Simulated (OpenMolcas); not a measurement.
# C4H10O3 (diethylene glycol) at HF/ANO-RCC-MB (DKH2)

Aim: the vertical electron affinity of C4H10O3 (diethylene glycol) at HF/ANO-RCC-MB (DKH2), from 2 runs. 

The results are computed with OpenMolcas 26.06.

### 1 The molecule

C4H10O3 has 17 atoms, charge 0, and is taken as a singlet. As SMILES, `OCCOCCO`. The coordinates come from a GFN2-xTB relaxation.

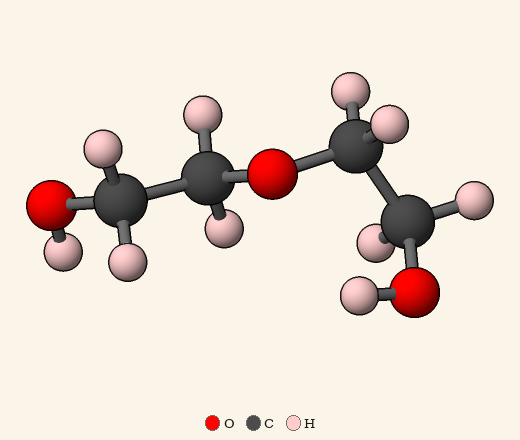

The structure, seen from a chosen angle (oxygen red, carbon dark grey, hydrogen pink).

### 2 A single-point energy at HF/ANO-RCC-MB (DKH2)

File input.xyz:

```xyz
17

O     -0.506890    -1.091320    -2.478170
C     -0.036800    -1.781640    -1.350140
C     -0.843490    -1.398040    -0.103280
O     -0.830310    -0.000510     0.111610
C      0.320210     0.491590     0.761360
C      0.106480     1.984710     1.030350
O      1.197950     2.568770     1.690590
H     -0.749650    -0.202550    -2.183330
H      1.030600    -1.565020    -1.189120
H     -0.144800    -2.849090    -1.552570
H     -0.468440    -1.935670     0.776980
H     -1.895000    -1.650930    -0.262970
H      1.219300     0.354190     0.138580
H      0.479530    -0.037720     1.712560
H     -0.753870     2.115410     1.688580
H     -0.104640     2.491900     0.079160
H      1.979830     2.505910     1.129790
```

File job.input:

```
&GATEWAY
  Coord
  input.xyz
  Basis
  ANO-RCC-MB
  Group
  NoSym

&SEWARD

&SCF
  PrOrbitals
  0
```

On the command line:

```bash
$ export MOLCAS_MEM=1860
$ pymolcas job.input > job.log
```

Log, cut to the lines that bear on the results:

```text
--- Start Module: gateway ---
[...]
--- Stop Module: gateway /rc=_RC_ALL_IS_WELL_ ---
--- Start Module: seward ---
[...]
      Basis functions           45
--- Stop Module: seward /rc=_RC_ALL_IS_WELL_ ---
[...]
--- Start Module: scf ---
[...]
       Convergence after   9 Iterations
[...]
::    Total SCF energy                               -381.6582289968
[...]
      Total spin, S                                     0.0000000000
[...]
      Total electronic charge=   58.000000
      Total            charge=   -0.000000
[...]
      Dipole Moment (debye):
      Origin of the operator (angstrom)=   -0.0667    0.1358   -0.0605
                   X=  1.2721E+00               Y= -1.0480E+00               Z=  6.9157E-01           Total=  1.7874E+00
      Quadrupole Moment (debye*angstrom):
[...]
--- Stop Module: scf /rc=_RC_ALL_IS_WELL_ ---
[...]
```

It took 13 s on 1 thread of Arm Neoverse N1, shared host; peak memory 0.41 GiB.

### 3 The doublet anion, same level

input.xyz is that of step 2.

File job.input:

```
>>> EXPORT MOLCAS_PRINT=2

&GATEWAY
 Coord
 input.xyz
 Basis
 ANO-RCC-MB
 Group
 NoSym

&SEWARD

&SCF
 UHF
 Charge
 -1
 Spin
 2
 PrOrbitals
 0
```

On the command line:

```bash
$ export MOLCAS_MEM=1860
$ pymolcas job.input > job.log
```

Log, cut to the lines that bear on the results:

```text
--- Start Module: gateway ---
[...]
--- Stop Module: gateway /rc=_RC_ALL_IS_WELL_ ---
--- Start Module: seward ---
[...]
      Basis functions           45
--- Stop Module: seward /rc=_RC_ALL_IS_WELL_ ---
[...]
--- Start Module: scf ---
[...]
       Convergence after  21 Iterations
[...]
::    Total SCF energy                               -381.3713467172
[...]
      Total spin, S                                     0.5079209504
[...]
      Total electronic charge=   59.000000
      Total            charge=   -1.000000
[...]
      Dipole Moment (debye):
      Origin of the operator (angstrom)=   -0.0667    0.1358   -0.0605
                   X=  1.3812E+00               Y=  1.5064E-01               Z= -6.3988E-01           Total=  1.5297E+00
      Center of Charge (angstrom)
[...]
--- Stop Module: scf /rc=_RC_ALL_IS_WELL_ ---
[...]
```

Wall time 14 s (1 thread of Arm Neoverse N1, shared host); peak memory 0.41 GiB.

### 4 What came out

Level: HF/ANO-RCC-MB (DKH2).

```
                                         quantity          value
                    singlet C4H10O3: total energy  -381.65823 Eh
                   singlet C4H10O3: dipole moment         1.79 D
                     singlet C4H10O3: HOMO energy      -12.47 eV
                     singlet C4H10O3: LUMO energy        8.91 eV
                   singlet C4H10O3: HOMO–LUMO gap       21.39 eV
                      doublet anion: total energy  -381.37135 Eh
doublet anion: HOMO energy (highest over α and β)        6.39 eV
 doublet anion: LUMO energy (lowest over α and β)       15.94 eV
                              doublet anion: ⟨S²⟩          0.766
vertical electron affinity (to the doublet anion)      -7.806 eV
```

What this shows: The anion lies 7.81 eV (753 kJ/mol) above the neutral: the electron isn't bound at this level, and such a value depends on the basis. Without diffuse functions anions come out too high. Hartree–Fock misses the correlation that binds many anions. Mulliken charges (singlet C4H10O3) run from -0.57 on O1 to +0.37 on H8. The HOMO of this anion lies above zero, so its frontier levels hang on the basis. Mulliken charges (doublet anion) run from -0.61 on O1 to +0.35 on H8. The HOMO (doublet anion) lies at positive energy, 6.39 eV: the electron is unbound at this level or held by a compact basis; values depend on the basis.
